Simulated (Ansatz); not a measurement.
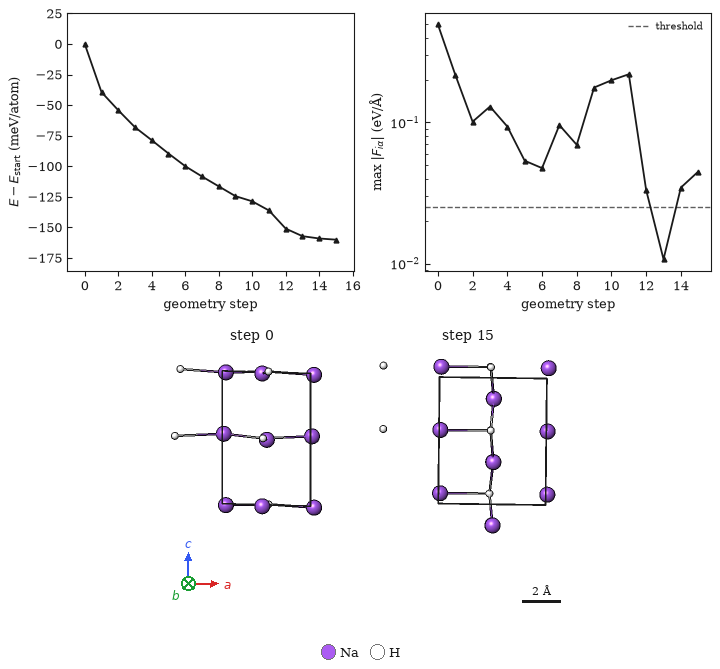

First and last geometry of a relaxation of crystalline Na₂H (a generated structure, set up in P1) (coarse preliminary run), with the history of the run. Style: ball-and-stick. Shown: the cell of the calculation, along the b axis.

Computed with DFT PBE, scalar-relativistic, plane waves, PAW (Ansatz 0.2.0). Settings: plane-wave cutoff 420 eV; k-point mesh 6 × 6 × 4; occupations gaussian; smearing width 0.2 eV; no spin polarisation; cell and atoms relaxed; force threshold 0.025 eV/Å; at most 60 steps.

> Read the history and describe the run.

The run was cut off at its time limit before the relaxation converged, so the last structure is only a point on the way. A Na atom moves most relative to the cell: 1.09 Å along [1 0 −3]. By element the largest moves are Na 1.09 Å, H 0.61 Å. Cell: a 4.692 → 5.709 Å (+21.7 %), b 4.643 → 3.367 Å (−27.5 %), c 7.064 → 6.731 Å (−4.7 %), α 90.2° → 89.9°, β 91.6° → 90.2°, γ 89.3° → 89.9°. Volume −15.9 %. Near-neighbour distances that change, for instance: H–Na 4.213 → 2.387 Å, H–Na 4.156 → 2.381 Å, H–Na 4.130 → 2.384 Å, H–Na 4.107 → 2.383 Å. New bonds form: H–Na (4.11 → 2.38 Å), H–Na (4.13 → 2.38 Å), H–Na (4.16 → 2.38 Å), H–Na (4.21 → 2.39 Å). The space group stays P1 (No. 1). The energy falls by 160 meV per atom in 15 geometry steps. Largest force component: 0.49 eV/Å at the start, 0.045 eV/Å at the end. Pressure: 0.29 GPa at the start and −0.08 GPa at the end.
